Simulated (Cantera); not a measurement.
A closed system holds: 1 mol MgCO3, 0.88 mol H2O, 0.004 mol CH4, held at 101000 Pa.

These are equilibrium values from Cantera (NASA tables, ideal gas, pure condensed phases), not measurements of a reactor. Candidate condensed phases: C, C6H6, C7H8, C8H18, H2O, Mg, MgCO3, MgO, Mg(OH)2; 116 gas species. Rates play no part.

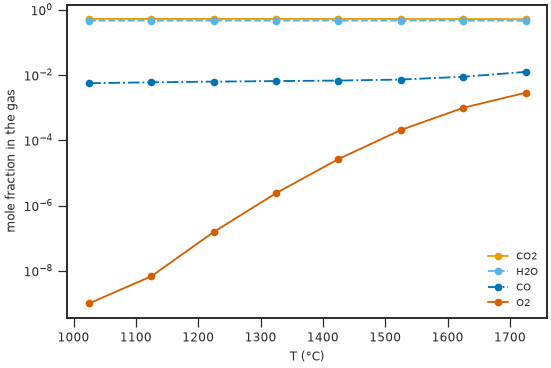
Figure. Equilibrium gas composition (values under 1e-9 drawn at 1e-9)

From 1025 °C to 1725 °C the condensed part is MgO(s).
